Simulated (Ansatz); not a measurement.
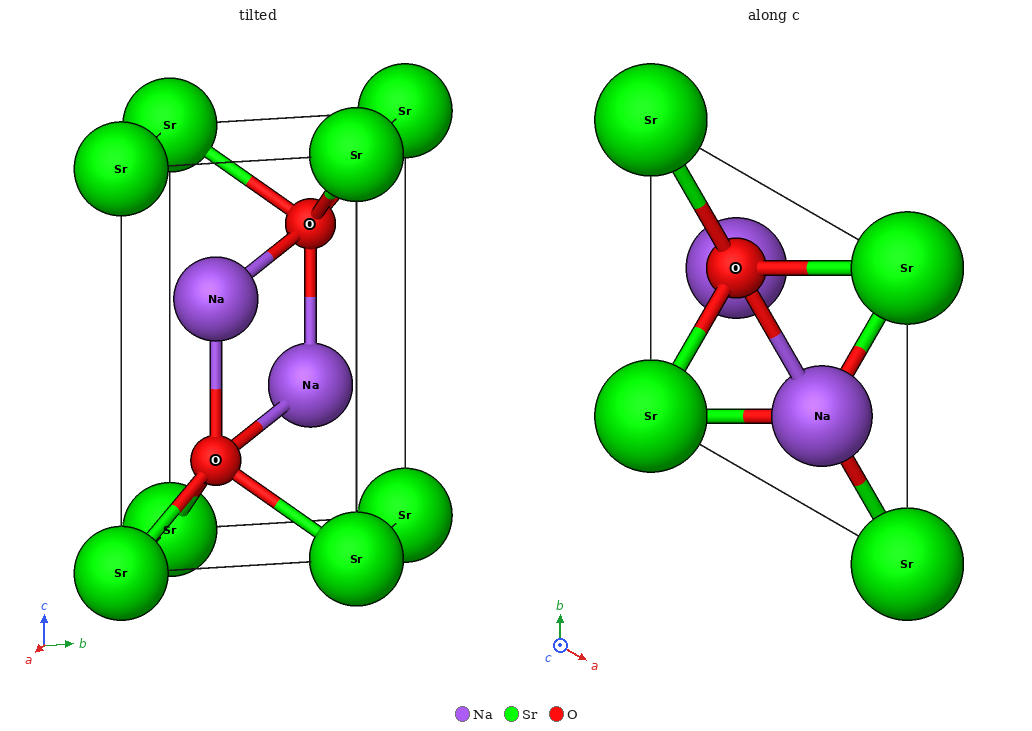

Shown here is a ball-and-stick view of the crystal, taken slightly off an axis and along the c axis. One conventional unit cell is framed, with atoms on its boundary repeated.

Na2SrO2, CaAl₂Si₂ type, space group P-3m1 (No. 164), a = 3.789 Å, b = 3.789 Å, c = 6.271 Å, α = 90.00°, β = 90.00°, γ = 120.00°. The initial geometry was a structure type filled with these elements by a generator (whether the compound takes this form wasn't checked). Earlier steps of the study may have refined or changed the cell and positions. Ansatz was used for an electronic-structure calculation on it.

This one geometry was computed with Ansatz (DFT, plane waves, PAW) at three levels of theory: PBE, HSE06 and r2SCAN.

**Which level gives the highest pressure at this volume, and what does that say about its equilibrium volume?**

Highest: PBE (0.0 GPa), which points to the largest equilibrium volume. Lowest, with the smallest volume: HSE06 (-2.1 GPa) and r2SCAN (-2.2 GPa). Levels within 0.5 GPa of each other can't be told apart.

**How does the band gap change with the level of theory?**

PBE: a gap of 2.63 eV, direct; r2SCAN: a gap of 3.19 eV, direct; HSE06: a gap of 4.05 eV, direct.

**Collect the results in a table.**

| level | cutoff (eV) | k-mesh of the run's cell | gap (eV) | pressure (GPa) |
| --- | --- | --- | --- | --- |
| PBE | 420 | 6×6×4 | 2.63 | 0.0 |
| HSE06 | 420 | 6×6×4 | 4.05 | -2.1 |
| r2SCAN | 500 | 6×6×4 | 3.19 | -2.2 |

Gaps are taken on the k-mesh or band path of each run.
